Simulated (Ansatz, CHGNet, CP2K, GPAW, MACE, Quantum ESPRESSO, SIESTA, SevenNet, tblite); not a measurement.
# GPAW on Ge(100) slab, H on both faces (90 atoms): settings against a plane-wave reference

Wanted: GPAW inputs and outputs for Ge(100) slab, H on both faces (90 atoms), checked against a plane-wave reference.

Program: GPAW 26.7.0. Level of theory: the method is named at each step. Results are calculated unless marked as measured.

## 1. The structure

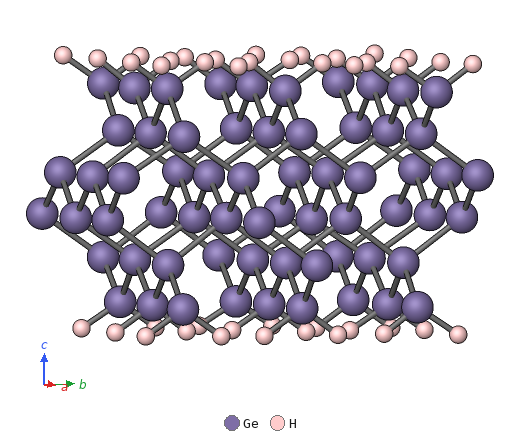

The starting structure, seen from the side, with the c axis up (germanium purple, hydrogen pink). Bonds to atoms that aren't drawn are left out. Some periodic images of atoms are drawn too.

The cell holds 90 atoms: 54 Ge and 36 H. Cell: a = 12.002 Å, b = 12.002 Å, c = 20.839 Å, α = 90.0°, β = 90.0°, γ = 90.0°. It derives from Ge (diamond-structure). Diamond-structure Ge (a = 5.658 Å), (100) slab of 6 atomic planes, 3 x 3 surface cells, H on the broken bonds of both faces, 12 Å of vacuum; displaced by a Gaussian of 0.02 Å. Then every atom was moved at random, 0.03 Å r.m.s. a Cartesian component (hydrogen 0.6 of that). Regions: slab, 54 atoms (54 Ge); hydrogen, 36 atoms (36 H). Vacuum lies along c.

The yardstick, on the same geometry:

* method: Kohn-Sham DFT, PBE, SSSP efficiency 1.3.0 pseudopotentials, plane waves (Quantum ESPRESSO 7.5); sssp-pbe-1.3.0-efficiency, cutoffs 45/360 Ry, Γ point
* r.m.s. force component: 0.5675 eV/Å
* longest force: 3.336 eV/Å
* gap (highest filled to lowest empty level): 1.209 eV
* time: 5.9 min on 4 MPI ranks of Arm Neoverse V2, shared host
* CPU time: 23 min

## 2. PBE, LCAO dzp, h 0.2 Å

Method: Kohn-Sham DFT, PBE, PAW, atomic orbitals (dzp).

File run.py:

```python
import numpy as np
from ase.io import read
from gpaw import GPAW, FermiDirac

atoms = read("structure.xyz")
atoms.calc = GPAW(
    mode="lcao",
    basis="dzp",
    h=0.2,
    xc="PBE",
    kpts={"size": (1, 1, 1), "gamma": True},
    occupations=FermiDirac(0.05),
    maxiter=200,
    symmetry={"point_group": False},
    txt="gpaw.txt",
)
energy = atoms.get_potential_energy(force_consistent=True)
forces = atoms.get_forces()
print(f"energy {energy:.6f} eV")
print("forces (eV/A)")
for i, (a, f) in enumerate(zip(atoms, forces)):
    print(f"{i:4d} {a.symbol:2s} {f[0]:10.5f} {f[1]:10.5f} {f[2]:10.5f}")
print(f"Fermi level {atoms.calc.get_fermi_level():.4f} eV")
for k in range(len(atoms.calc.get_ibz_k_points())):
    for s in range(atoms.calc.get_number_of_spins()):
        e = atoms.calc.get_eigenvalues(kpt=k, spin=s)
        n = np.searchsorted(e, atoms.calc.get_fermi_level())
        print(f"k {k} spin {s} levels about the Fermi level:", np.round(e[max(n - 6, 0):n], 4).tolist(), "|", np.round(e[n:n + 6], 4).tolist())
```

File structure.xyz:

```xyz
90
Lattice="12.00243 0.00000 0.00000 0.00000 12.00243 0.00000 0.00000 0.00000 20.83919" Properties=species:S:1:pos:R:3 pbc="T T T"
Ge 1.99888 2.07114 6.88881
Ge 0.04873 2.03249 8.29483
Ge 12.00219 4.01241 9.74045
Ge 2.09358 0.01476 11.13771
Ge 2.01545 2.00321 12.48955
Ge 0.06493 2.03705 13.97038
Ge 2.03717 5.98393 6.87193
Ge 11.97770 5.96929 8.32171
Ge 0.04981 8.01138 9.74982
Ge 1.96252 4.05358 11.14501
Ge 2.01821 5.99725 12.52498
Ge 0.07994 6.00698 13.92350
Ge 1.99420 9.96826 6.88923
Ge 0.04573 9.97378 8.25586
Ge 0.08606 11.96510 9.73565
Ge 2.04605 7.96649 11.07270
Ge 2.04377 10.04087 12.51748
Ge 0.02629 10.00931 13.96017
Ge 6.00398 2.05794 6.89194
Ge 3.93152 2.03453 8.32276
Ge 4.03942 4.01349 9.69939
Ge 6.02210 0.02581 11.10854
Ge 6.01586 1.98544 12.52352
Ge 4.11611 1.96792 13.93454
Ge 5.98573 6.01430 6.89402
Ge 4.05406 5.99809 8.28712
Ge 4.03078 7.99434 9.60541
Ge 5.95717 3.98133 11.10666
Ge 6.07407 5.97949 12.51789
Ge 4.01625 5.97121 13.97351
Ge 5.99521 10.04351 6.85734
Ge 4.06414 9.94713 8.30629
Ge 4.01421 0.00648 9.70564
Ge 6.01694 7.98354 11.15814
Ge 6.05955 10.01363 12.53852
Ge 4.04350 10.05324 13.98747
Ge 9.95986 1.98976 6.86464
Ge 7.99086 2.03009 8.25670
Ge 7.96541 4.01181 9.77983
Ge 10.01027 11.96438 11.17022
Ge 10.07928 1.99096 12.51185
Ge 8.03239 1.99072 14.01873
Ge 10.00295 6.01706 6.87006
Ge 7.95245 6.04766 8.29400
Ge 8.06647 8.02987 9.72982
Ge 10.04483 4.01253 11.13896
Ge 10.01747 5.98669 12.56499
Ge 8.06383 5.98489 13.92120
Ge 10.02311 9.91821 6.87860
Ge 7.97910 10.01063 8.27545
Ge 8.02386 11.98155 9.74503
Ge 10.00307 7.99062 11.12271
Ge 10.00871 10.04759 12.54457
Ge 8.03803 9.97870 13.90578
H 1.97812 0.76672 6.03607
H 1.99540 3.26778 6.04941
[... 30 atom lines left out ...]
H 10.07172 11.28721 5.97355
H 10.04387 8.78626 6.02315
H 8.01126 11.26248 14.81604
H 8.02314 8.75313 14.81958
```

On the command line:

```sh
> OMP_NUM_THREADS=1 python run.py > output.txt
```

Output:

```text
energy -334.124485 eV
forces (eV/A)
   0 Ge   -0.10451   -1.66109    0.82227
   1 Ge   -0.91981   -0.49305    0.17155
   2 Ge   -0.03545   -0.18438   -0.40221
   3 Ge   -0.58369   -0.11575   -0.16217
   4 Ge    0.69341    0.32698    0.84572
   5 Ge   -0.22371   -1.17368    0.14197
   6 Ge   -0.33157   -0.23136    2.32815
   7 Ge    0.51555    0.60689   -0.31996
   8 Ge   -0.55869   -0.27466   -0.54381
   9 Ge    0.77948   -0.57549   -0.45262
  10 Ge    0.61320    0.46090    0.31133
  11 Ge   -0.71230    0.70298   -0.58370
  12 Ge    0.82659    0.39835   -0.18286
  13 Ge   -0.54290    0.09076    0.58665
  14 Ge   -0.50974    0.26584   -0.32767
  15 Ge    0.35878    0.62605    0.45404
  16 Ge    0.10009   -0.72395    0.41181
  17 Ge    0.00070    0.11247   -0.87214
  18 Ge   -0.63344   -2.06078    1.78790
  19 Ge    0.90630   -0.26104   -0.43503
  20 Ge   -1.05864    0.19957    0.22650
  21 Ge   -0.02921   -0.42448    0.07332
  22 Ge    0.92889    0.17476    0.26624
  23 Ge   -1.32029   -0.37612   -0.16388
[...]
82 H     0.05036    0.57076   -0.69409
  83 H    -0.01289    0.27575   -0.09923
  84 H    -0.02556    0.18504    0.06013
  85 H     0.02405   -0.16944    0.08575
  86 H    -0.03263   -1.13700    0.42526
  87 H     0.02151   -2.13886   -1.84634
  88 H    -0.01004   -0.43453   -0.03802
  89 H     0.02046   -0.16303    0.32502
Fermi level 0.4650 eV
k 0 spin 0 levels about the Fermi level: [-0.7217, -0.5309, -0.4713, -0.4168, -0.2297, -0.204] | [1.1105, 1.3449, 1.4158, 1.4639, 1.5084, 1.5621]
```

gpaw.txt:

```text
Input parameters:
  mode=LCAO(),
  basis={'default': 'dzp'},
  h=0.2,
  kpts=MonkhorstPack(size=(1, 1, 1), gamma=True),
  maxiter=200,
  occupations=Occupations(name='fermi-dirac', width=0.05, fixmagmom=False),
  symmetry=Symmetry(point_group=False),
  xc=XC(name='PBE')
Unit cell  # Å
| periodic |         x |         y |         z |   lengths |    angles |
|----------|-----------|-----------|-----------|-----------|-----------|
|      yes | 12.002430 |  0.000000 |  0.000000 | 12.002430 | 90.000000 |
|      yes |  0.000000 | 12.002430 |  0.000000 | 12.002430 | 90.000000 |
|      yes |  0.000000 |  0.000000 | 20.839190 | 20.839190 | 90.000000 |
Number of symmetries: 1
Symmetry operations  # r_c * U_cc + t_c -> r_c
|   | kind |            matrix            |
|---|------|------------------------------|
| 0 |  E   |  1, 0, 0,  0, 1, 0,  0, 0, 1 |
BZ-sampling:
  Number of BZ points: 1
  Number of IBZ points: 1
  Monkhorst-Pack size: [1, 1, 1]
  Monkhorst-Pack shift: [0, 0, 0]
[... lines left out ...]
  MSR1-Mixer
occupation numbers:
  Fermi-Dirac:
    width: 0.0500  # eV
FastPoissonSolver using
    Stencil: 6*3+1=19 point O(h^6) finite-difference Laplacian
xc functional:
  name: PBE with 2 nearest neighbor stencil
interpolation: tri-quintic # 5. degree polynomial
Initialization done in: 8.910 s
convergence criteria:
- Maximum [total energy] change in last 3 cyles: 0.0005 eV / valence electron
- Maximum integral of absolute [dens]ity change: 0.0001 electrons / valence electron
- Maximum integral of absolute [eigenst]ate change: 4e-08 eV^2 / valence electron
maximum number of iterations: 200
SCF iterations
|iter     |      energy | eigst |  dens |
|---------|-------------|-------|-------|
|iter:   1| -340.106292 |      c|       |
|iter:   2| -339.089300 |      c| -0.84 |
|iter:   3| -338.111851 |      c| -0.86 |
|iter:   4| -337.661025 |      c| -1.26 |
|iter:   5| -334.124030 |      c| -1.33 |
|iter:   6| -334.128325 |      c| -2.15 |
|iter:   7| -334.131187c|      c| -2.73 |
|iter:   8| -334.124597c|      c| -2.76 |
|iter:   9| -334.124500c|      c| -3.45 |
|iter:  10| -334.124484c|      c| -3.74 |
|iter:  11| -334.124481c|      c| -4.18c|
Converged in 11 steps
SCF loop duration: 79.816 s (7.256 s/step)
Energy contributions relative to reference atoms: (reference = -3083722.089876)
Energy contributions:
  Kinetic:        1054.018146
  Coulomb:        -962.560924
  Zero:              0.601507
  External:          0.000000
  Xc:             -426.183206
  Entropy:          -0.000007
  Spinorbit:         0.000000
  ----------------------------
  Free energy:    -334.124485
  Extrapolated:   -334.124481
dipole moment: (-209.635627, -2.294868, -0.095414)  # |e|*Ang
Fermi level: 0.465
Eigenvalues  # (at kpt = [0.000, 0.000, 0.000])
| band index |      eig [eV] | occ [0-2] |
|------------|---------------|-----------|
|          0 |       -12.149 |     2.000 |
|        ... |               |           |
|        118 |        -1.038 |     2.000 |
|        119 |        -0.963 |     2.000 |
[...]
|        133 |         1.581 |     0.000 |
|        ... |               |           |
|        155 |         3.234 |     0.000 |
Gap: 1.315 eV
Transition (v -> c):
  (s=0, k=0, n=125, [0.00, 0.00, 0.00]) -> (s=0, k=0, n=126, [0.00, 0.00, 0.00])
No difference between direct/indirect transitions
Force computation time: 14.481  # s
timing:  # [seconds]
  Total:  103.230  # ━━━━━━━━━━━━━━━━━━━━━━━━━━━━━━━━━━━━━━━━━━━━━━━━━━━━━━━━
  Init:     8.909  # ━━━━━
  SCF:     79.816  # ━━━━━━━━━━━━━━━━━━━━━━━━━━━━━━━━━━━━━━━━━━━╸
  Forces:  14.481  # ━━━━━━━━
```

Wall time 1.7 min (1 thread of Arm Neoverse V2, shared host); peak memory 1.7 GiB.

Banners, paths, timers and routine set-up lines are dropped from the logs unmarked, and long logs keep their key lines alone; longer cuts are marked.

Against the reference:

```
r.m.s. force component                           : 0.6551 eV/Å
r.m.s. difference of force components            : 168.2 meV/Å
longest difference of force vectors              : 664.4 meV/Å
force difference over r.m.s. force               : 29.64 %
slope of forces against the reference's          : 1.122
correlation of force components                  : 0.9723
gap (highest filled to lowest empty level) : 1.315 eV
gap difference                                   : 0.1054 eV
```

This run lies far from the reference in forces at the same functional. Basis and potentials both differ; the latter hold 252 valence electrons against the reference's 792.

Length of the force difference by element (eV/Å):

| element | atoms | mean | most |
| --- | --- | --- | --- |
| Ge | 54 | 0.13 | 0.49 |
| H | 36 | 0.40 | 0.66 |

Levels nearest the highest filled one (eV from it): -0.52, -0.33, -0.27, -0.21, -0.03, 0.00, 1.31, 1.55, 1.62, 1.67, 1.71, 1.77.

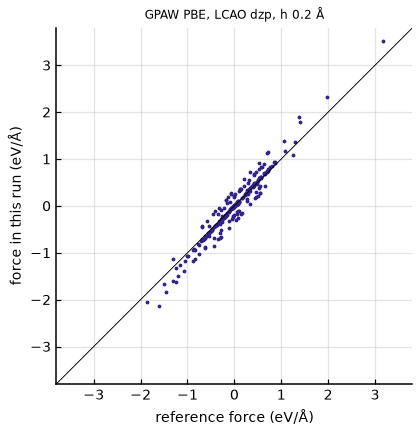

Force components against those of the reference; the line marks equality.

Local excerpt of 9 atoms (numbers count through the whole input) about Ge49, which bears the longest force; x, y, z are measured from there.

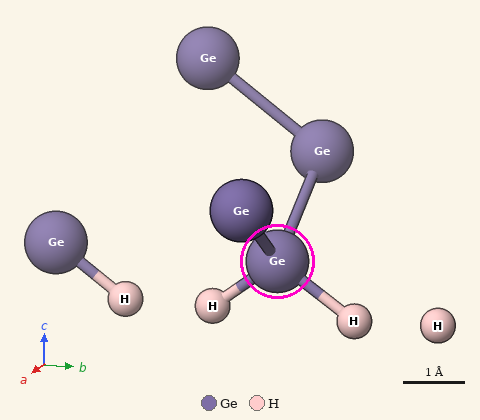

The atoms of the table, within 3.9 Å (arrows a, b, c point along x, y, z); some may hide others; the central atom is ringed.

| atom | x | y | z | distance (Å) | bonds | Fx | Fy | Fz (eV/Å) |
| --- | --- | --- | --- | --- | --- | --- | --- | --- |
| Ge49 | 0.00 | 0.00 | 0.00 | 0.00 | 4 | -0.13 | 3.51 | 1.39 |
| H88 | 0.02 | -1.13 | -0.86 | 1.42 | 1 | 0.02 | -2.14 | -1.85 |
| H87 | 0.05 | 1.37 | -0.91 | 1.64 | 1 | -0.03 | -1.14 | 0.43 |
| Ge14 | 2.03 | 0.06 | 1.38 | 2.45 | 4 | -0.54 | 0.09 | 0.59 |
| Ge50 | -2.04 | 0.09 | 1.40 | 2.48 | 4 | 0.44 | -0.02 | 0.08 |
| H83 | -0.03 | -2.68 | -0.88 | 2.82 | 1 | 0.05 | 0.57 | -0.69 |
| H79 | -0.04 | 2.81 | -0.88 | 2.94 | 1 | -0.01 | -0.16 | -0.33 |
| Ge43 | -0.02 | -3.90 | -0.01 | 3.90 | 4 | -0.34 | -0.94 | 0.89 |
| Ge45 | -1.96 | -1.89 | 2.85 | 3.94 | 4 | -0.94 | -0.02 | -0.30 |

Atoms are counted from 1 here, from 0 in the log.

Forces lie 30 % from the reference's, at 0.074 times its CPU time (on 1 against 4 cores).

The difference per atom is largest on H (0.40 eV/Å on average, against 0.13 on Ge).

## 3. PBE, LCAO dzp, h 0.15 Å

Method: Kohn-Sham DFT, PBE, PAW, atomic orbitals (dzp).

Edit run.py of step 2 so:

```diff
@@ -8,3 +8,3 @@
     basis="dzp",
-    h=0.2,
+    h=0.15,
     xc="PBE",
```

structure.xyz is that of step 2.

Output:

```text
energy -335.193022 eV
forces (eV/A)
   0 Ge   -0.10397   -1.68056    0.81409
   1 Ge   -0.92266   -0.50243    0.17268
   2 Ge   -0.03572   -0.18879   -0.40683
   3 Ge   -0.59065   -0.11174   -0.16597
   4 Ge    0.70807    0.32878    0.84829
   5 Ge   -0.24200   -1.16336    0.14544
   6 Ge   -0.34313   -0.22723    2.34428
   7 Ge    0.50395    0.60407   -0.33405
   8 Ge   -0.56676   -0.28409   -0.54829
   9 Ge    0.79141   -0.58179   -0.45807
  10 Ge    0.60256    0.45897    0.32498
  11 Ge   -0.71177    0.70794   -0.58267
[...]
85 H     0.01931   -0.16777    0.09464
  86 H    -0.02840   -1.13137    0.42227
  87 H     0.01446   -2.13875   -1.84818
  88 H    -0.01865   -0.43224   -0.03726
  89 H     0.01563   -0.16644    0.32663
Fermi level 0.4642 eV
k 0 spin 0 levels about the Fermi level: [-0.7221, -0.5313, -0.4716, -0.4172, -0.2301, -0.2044] | [1.1093, 1.3441, 1.4149, 1.4631, 1.5075, 1.5611]
```

gpaw.txt:

```text
Input parameters:
  mode=LCAO(),
  basis={'default': 'dzp'},
  h=0.15,
  kpts=MonkhorstPack(size=(1, 1, 1), gamma=True),
  maxiter=200,
  occupations=Occupations(name='fermi-dirac', width=0.05, fixmagmom=False),
  symmetry=Symmetry(point_group=False),
  xc=XC(name='PBE')
[... lines left out ...]
  Fermi-Dirac:
[... lines left out ...]
convergence criteria:
- Maximum [total energy] change in last 3 cyles: 0.0005 eV / valence electron
[... lines left out ...]
Converged in 11 steps
[... lines left out ...]
  Free energy:    -335.193022
[... lines left out ...]
Fermi level: 0.464
[... lines left out ...]
|          0 |       -12.149 |     2.000 |
|        ... |               |           |
|        118 |        -1.038 |     2.000 |
|        119 |        -0.964 |     2.000 |
[...]
|        133 |         1.580 |     0.000 |
|        ... |               |           |
|        155 |         3.233 |     0.000 |
Gap: 1.314 eV
Transition (v -> c):
  (s=0, k=0, n=125, [0.00, 0.00, 0.00]) -> (s=0, k=0, n=126, [0.00, 0.00, 0.00])
No difference between direct/indirect transitions
Force computation time: 30.369  # s
timing:  # [seconds]
  Total:  210.338  # ━━━━━━━━━━━━━━━━━━━━━━━━━━━━━━━━━━━━━━━━━━━━━━━━━━━━━━━━
  Init:    15.710  # ━━━━
  SCF:    164.237  # ━━━━━━━━━━━━━━━━━━━━━━━━━━━━━━━━━━━━━━━━━━━╸
  Forces:  30.370  # ━━━━━━━━
```

Run time: 3.5 min. Hardware: 1 thread; peak memory 3.9 GiB.

Against the reference:

```yaml
r_m_s_force_component: 0.6571 eV/Å
r_m_s_difference_of_force_components: 168.9 meV/Å
longest_difference_of_force_vectors: 665.3 meV/Å
force_difference_over_r_m_s_force: 29.77 %
slope_of_forces_against_the_reference_s: 1.126
correlation_of_force_components: 0.9725
spacing_of_highest_filled_and_lowest_empty_level: 1.314 eV
gap_difference: 0.1046 eV
energy_less_the_same_level_run_s: -11.87 meV/atom
r_m_s_force_difference_from_the_same_level_run: 9.139 meV/Å
```

This run lies far from the reference in forces at the same functional. Basis and potentials both differ; the latter hold 252 valence electrons against the reference's 792.

Against the first run (30 %), the force difference from the reference is 30 %, at 2.0 times the CPU time: the change moves forces by 9.1 meV/Å r.m.s., so most of the difference comes from elsewhere.

The difference per atom is largest on H (0.40 eV/Å on average, against 0.14 on Ge).

(Continued in part 2 of 2.)

[Also dropped from logs without a mark: logging warnings of Python, and SIESTA's first energy breakdown and zero terms.]

[Logs are printed without paths, hosts, clocks, repeated set-up lines and the standing remarks that a program may print on its own settings, such as how far it seeks lower states.]

[Hosts, paths, dates, database ids (printed as entryN), source tags and the programs' standing remarks are cut or masked in the printed files.]
